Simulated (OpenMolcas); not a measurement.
# One shape, several levels: triplet GaSiH4F

Aim: a comparison of 5 runs (U-r2SCAN/def2-SVP, UBLYP/def2-SVP, UM06-2X/def2-SVP, UPBE/def2-SVP, UTPSS/def2-SVP) of triplet GaSiH4F. 

The results are computed with OpenMolcas 26.06.

1 further run of the same task is left out (set aside as unsound or not needed).

## Step 1: The structure to begin with

The species is GaSiH4F (7 atoms), meant as a triplet with charge 0. As SMILES of the parent species, `[F][GaH][SiH3]`. The coordinates come from a PBE0-D4/def2-TZVP relaxation. That shape belongs to the parent species and isn't relaxed for this state.

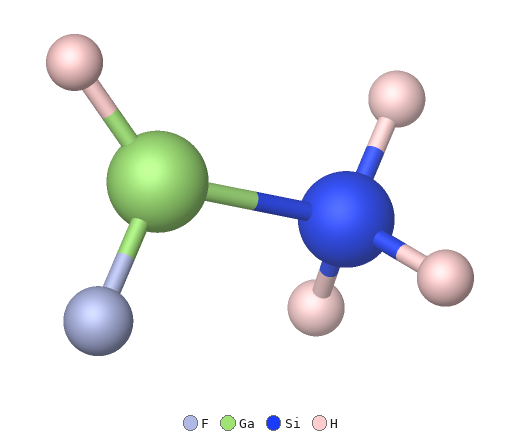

Viewed from a chosen angle; fluorine light blue, gallium green, silicon blue, hydrogen pink.

## Step 2: A single-point energy at U-r2SCAN/def2-SVP (run 1)

Input file mol.input:

```
&GATEWAY
 BASLIB
 $CurrDir
 COORD
 7
 angstrom
 F        0.231600      -2.152100       1.342200
 Ga       0.019100      -0.400000       1.279300
 Si      -0.029700       0.450800      -0.970800
 H       -0.096900       0.235400       2.704700
 H       -1.196100      -0.125700      -1.691600
 H       -0.144400       1.933400      -0.983000
 H        1.216400       0.058100      -1.680800
 BASIS
 def2-SVP
 GROUP
 NoSym

&SEWARD
 GRIDINPUT
 Grid=UltraFine
 End of Grid

&SCF
 UHF
 SPIN
 3
 KSDFT
 2
 1.0 MGGA_X_R2SCAN
 1.0 MGGA_C_R2SCAN
 THRESHOLDS
 1e-10 1e-07 1e-07 1e-05
 PRORBITALS
 1
```

The basis set def2-SVP is read from a file made from the Basis Set Exchange's data (not shown).

Command:

```
$ export MOLCAS_MEM=1860
$ pymolcas mol.input > mol.log
```

Output:

```text
--- Start Module: gateway ---
[...]
--- Stop Module: gateway /rc=_RC_ALL_IS_WELL_ ---
--- Start Module: seward ---
[...]
      Basis functions           84
--- Stop Module: seward /rc=_RC_ALL_IS_WELL_ ---
[...]
--- Start Module: scf ---
[...]
       Convergence after  23 Iterations
[...]
::    Total KS-DFT energy                           -2315.9796340938
[...]
      Total spin, S                                     1.0017216768
[...]
      Total electronic charge=   58.000000
      Total            charge=   -0.000000
[...]
      Dipole Moment (debye):
      Origin of the operator (angstrom)=    0.0389   -0.4480    0.7075
                   X= -2.7974E-01               Y=  2.5360E+00               Z= -1.7032E+00           Total=  3.0676E+00
      Quadrupole Moment (debye*angstrom):
[...]
--- Stop Module: scf /rc=_RC_ALL_IS_WELL_ ---
[...]
```

It took 40 s on 1 thread of Intel Xeon 6975P-C (Granite Rapids), shared host; peak memory 0.47 GiB.

## Step 3: A single-point energy at UBLYP/def2-SVP (run 2)

Input file struct.xyz:

```xyz
7

F      0.231600    -2.152100     1.342200
Ga     0.019100    -0.400000     1.279300
Si    -0.029700     0.450800    -0.970800
H     -0.096900     0.235400     2.704700
H     -1.196100    -0.125700    -1.691600
H     -0.144400     1.933400    -0.983000
H      1.216400     0.058100    -1.680800
```

Input file run.input:

```
* FGaH4Si Kohn-Sham DFT
&GATEWAY
BASLIB=$CurrDir
COORD=struct.xyz
BASIS=def2-SVP
GROUP=NoSym
&SEWARD
GRIDINPUT
Grid=UltraFine
End of Grid
&SCF
UHF
SPIN=3
KSDFT=BLYP
THRESHOLDS=1e-10 1e-07 1e-07 1e-05
PRORBITALS=1 2
```

The basis set def2-SVP is read from a file made from the Basis Set Exchange's data (not shown).

Command:

```
$ export MOLCAS_MEM=1860
$ pymolcas run.input > run.log
```

Output:

```text
--- Start Module: gateway ---
[...]
--- Stop Module: gateway /rc=_RC_ALL_IS_WELL_ ---
--- Start Module: seward ---
[...]
      Basis functions           84
--- Stop Module: seward /rc=_RC_ALL_IS_WELL_ ---
[...]
--- Start Module: scf ---
[...]
       Convergence after  23 Iterations
[...]
::    Total KS-DFT energy                           -2316.1021393191
[...]
      Total spin, S                                     1.0008249927
[...]
      Total electronic charge=   58.000000
      Total            charge=   -0.000000
[...]
      Dipole Moment (debye):
      Origin of the operator (angstrom)=    0.0389   -0.4480    0.7075
                   X= -2.5153E-01               Y=  2.2577E+00               Z= -1.4603E+00           Total=  2.7006E+00
      Quadrupole Moment (debye*angstrom):
[...]
--- Stop Module: scf /rc=_RC_ALL_IS_WELL_ ---
[...]
```

Wall time 27 s (1 thread of Intel Xeon 6975P-C (Granite Rapids), shared host); peak memory 0.47 GiB.

Runs 3 to 4 aren't shown in full; the table further down has their settings and results.

## Step 4: The energy at UTPSS/def2-SVP (run 5)

Input file run.input:

```
&GATEWAY
 BASLIB
 $CurrDir
 COORD
 7
 bohr
 F      0.43766057    -4.06687959     2.53639040
 Ga     0.03609377    -0.75589045     2.41752663
 Si    -0.05612487     0.85188854    -1.83454612
 H     -0.18311446     0.44484153     5.11114225
 H     -2.26030142    -0.23753857    -3.19666071
 H     -0.27287645     3.65359649    -1.85760078
 H      2.29866286     0.10979309    -3.17625167
 BASIS
 def2-SVP
 GROUP
 NoSym

&SEWARD
 GRIDINPUT
 Grid=UltraFine
 End of Grid

&SCF
 UHF
 SPIN
 3
 KSDFT
 2
 1.0 MGGA_X_TPSS
 1.0 MGGA_C_TPSS
 THRESHOLDS
 1e-10 1e-07 1e-07 1e-05
 PRORBITALS
 1
```

The basis set def2-SVP is read from a file made from the Basis Set Exchange's data (not shown).

Command:

```
$ export MOLCAS_MEM=1860
$ pymolcas run.input > run.log
```

Output:

```text
--- Start Module: gateway ---
[...]
--- Stop Module: gateway /rc=_RC_ALL_IS_WELL_ ---
--- Start Module: seward ---
[...]
      Basis functions           84
--- Stop Module: seward /rc=_RC_ALL_IS_WELL_ ---
[...]
--- Start Module: scf ---
[...]
       Convergence after  25 Iterations
[...]
::    Total KS-DFT energy                           -2316.0902750425
[...]
      Total spin, S                                     1.0011970691
[...]
      Total electronic charge=   58.000000
      Total            charge=   -0.000000
[...]
      Dipole Moment (debye):
      Origin of the operator (angstrom)=    0.0389   -0.4480    0.7075
                   X= -2.5411E-01               Y=  2.2694E+00               Z= -1.5000E+00           Total=  2.7322E+00
      Quadrupole Moment (debye*angstrom):
[...]
--- Stop Module: scf /rc=_RC_ALL_IS_WELL_ ---
[...]
```

Run time: 47 s. Hardware: 1 thread of Intel Xeon 6975P-C (Granite Rapids), shared host; peak memory 0.46 GiB.

## Step 5: Overview of the runs

| run | level | energy (Eh) | dipole moment (D) | HOMO energy (eV) | ⟨S²⟩ | wall time |
| --- | --- | --- | --- | --- | --- | --- |
| 1 | U-r2SCAN/def2-SVP | -2315.979634 | 3.07 | -3.45 | 2.005 | 40 s |
| 2 | UBLYP/def2-SVP | -2316.102139 | 2.70 | -2.85 | 2.002 | 27 s |
| 3 | UM06-2X/def2-SVP | -2315.979444 | 3.83 | -4.84 | 2.005 | 36 s |
| 4 | UPBE/def2-SVP | -2315.511193 | 2.69 | -3.13 | 2.002 | 31 s |
| 5 | UTPSS/def2-SVP | -2316.090275 | 2.73 | -3.22 | 2.004 | 47 s |

## Step 6: Summary of results

```
                                 quantity           value
                      run 5: total energy  -2316.09028 Eh
                     run 5: dipole moment          2.73 D
run 5: HOMO energy (highest over α and β)        -3.22 eV
                              run 5: ⟨S²⟩           2.004
```

In words: The dipole moment (its size) runs from 2.69 D (UPBE/def2-SVP) to 3.83 D (UM06-2X/def2-SVP). Totals of different functionals can't be ranked against each other. All runs together took 3 min, the longest 47 s.
